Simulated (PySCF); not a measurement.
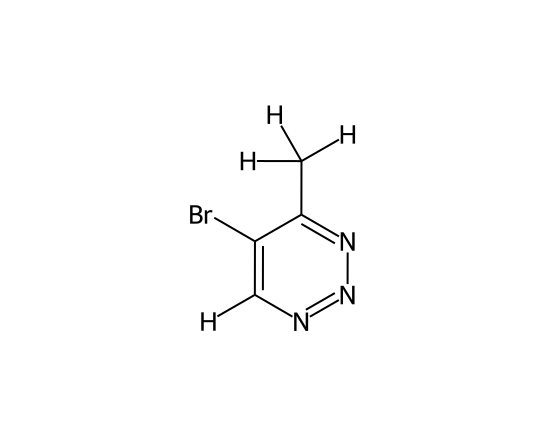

Transcribe the drawing into SMILES.

Cc1nnncc1Br

What is the molecular formula?

C4H4BrN3.

An optimisation with GFN2-xTB gave a structure of which point group?

Cs.

The parts below concern this one geometry. Atoms keep their numbers from picture to picture. The computed structure is the end point of a GFN2-xTB optimisation. No frequency run is at hand to confirm it as a minimum.

**Geometry**

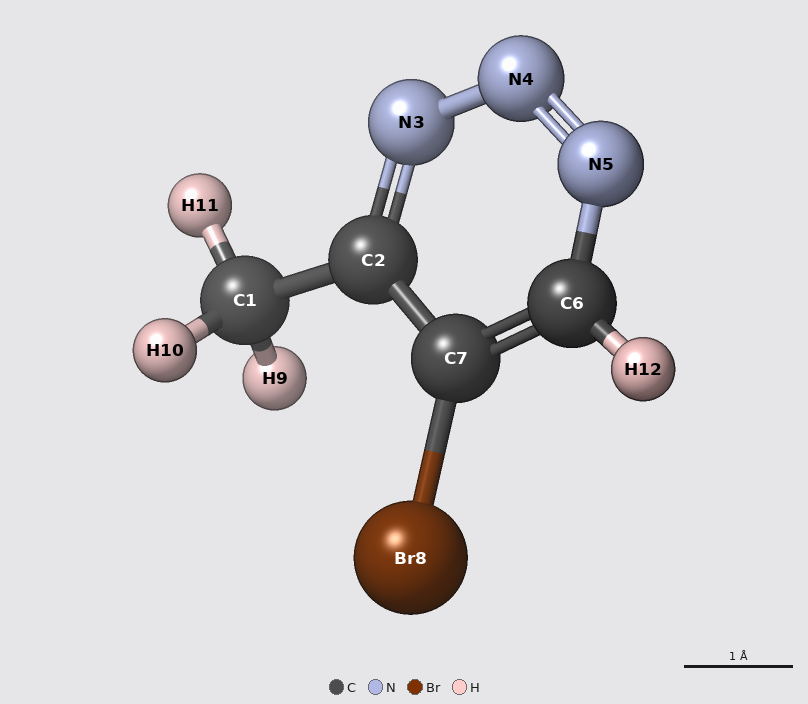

Atoms carry their numbers in the input. No frequency run is at hand to confirm it as a minimum.

Which atoms are bonded, and how long are the bonds?

```csv
bond,length (Å),order
C1–C2,1.484,single
C1–H9,1.090,single
C1–H10,1.090,single
C1–H11,1.086,single
C2–N3,1.330,aromatic
C2–C7,1.400,aromatic
N3–N4,1.285,aromatic
N4–N5,1.285,aromatic
N5–C6,1.326,aromatic
C6–C7,1.386,aromatic
C6–H12,1.081,single
C7–Br8,1.904,single
```

**Dipole moment**

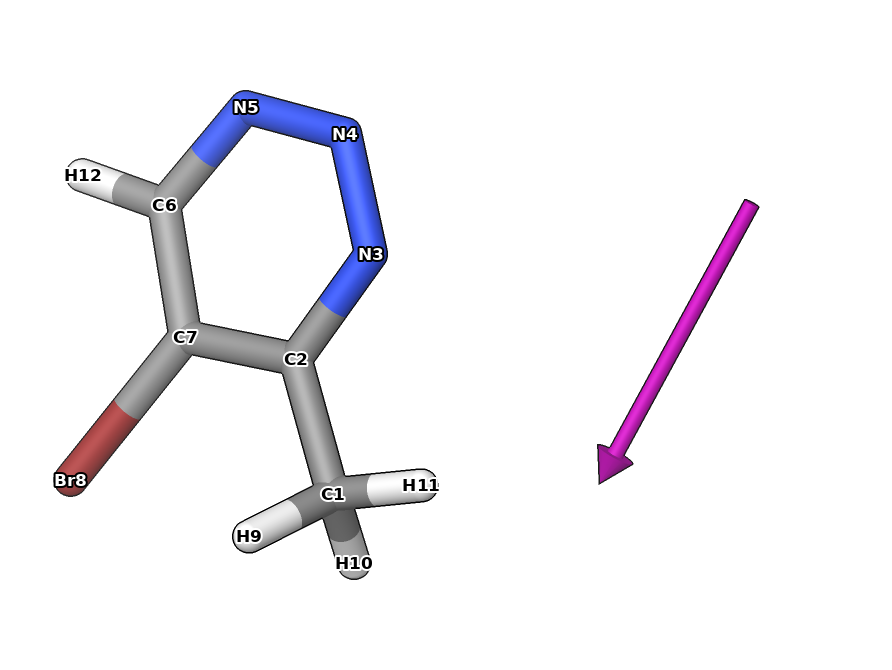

The arrow beside the molecule shows the direction of the dipole moment, from the negative to the positive end (its length means nothing). No frequency run is at hand to confirm it as a minimum. Properties computed with ωB97X-D/def2-SVPD, gas phase (PySCF 2.14.0).

How large is the dipole moment?

4.12 D; it points from the side of N4 to the side of Br8 (the outermost atoms at the two ends).

**Polarisability**

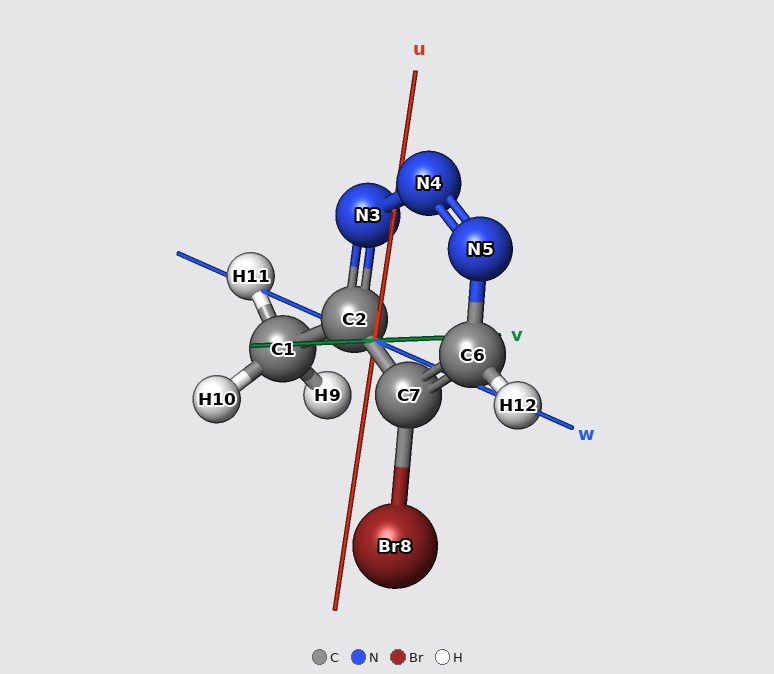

The lines u, v and w are the principal axes of the static dipole polarisability. No frequency run is at hand to confirm it as a minimum. Computed with ωB97X-D/def2-SVPD (PySCF 2.14.0).

Along which axis is the molecule most polarisable, and along which least?

Most along u (nearly parallel to the C2–N3 bond), least along v.

Give the three principal values.

u 111.9, v 55.8, w 92.2 bohr³; mean 86.6, anisotropy 49.3 bohr³.

**Excitation**

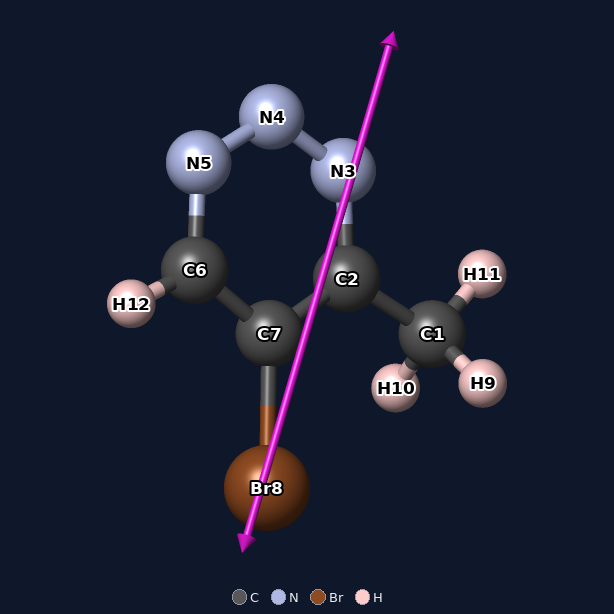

The double arrow shows the direction of the transition dipole to excited singlet state 6 (its length means nothing). No frequency run is at hand to confirm it as a minimum. Method: TDDFT ωB97X-D/def2-SVPD, vertical, gas phase, core orbitals frozen in the response (PySCF 2.14.0).

How is the transition polarised?

Close to the long direction N4···Br8.

Where does the transition lie, and how strong is it?

5.94 eV (209 nm), oscillator strength 0.077, mainly HOMO−2 → LUMO (weight 0.65); transition dipole 1.85 D.

The geometry is semi-empirical. Around Br such bond lengths and angles can be off by a tenth of an ångström or more and by several degrees, and values that hang on the shape move with them.
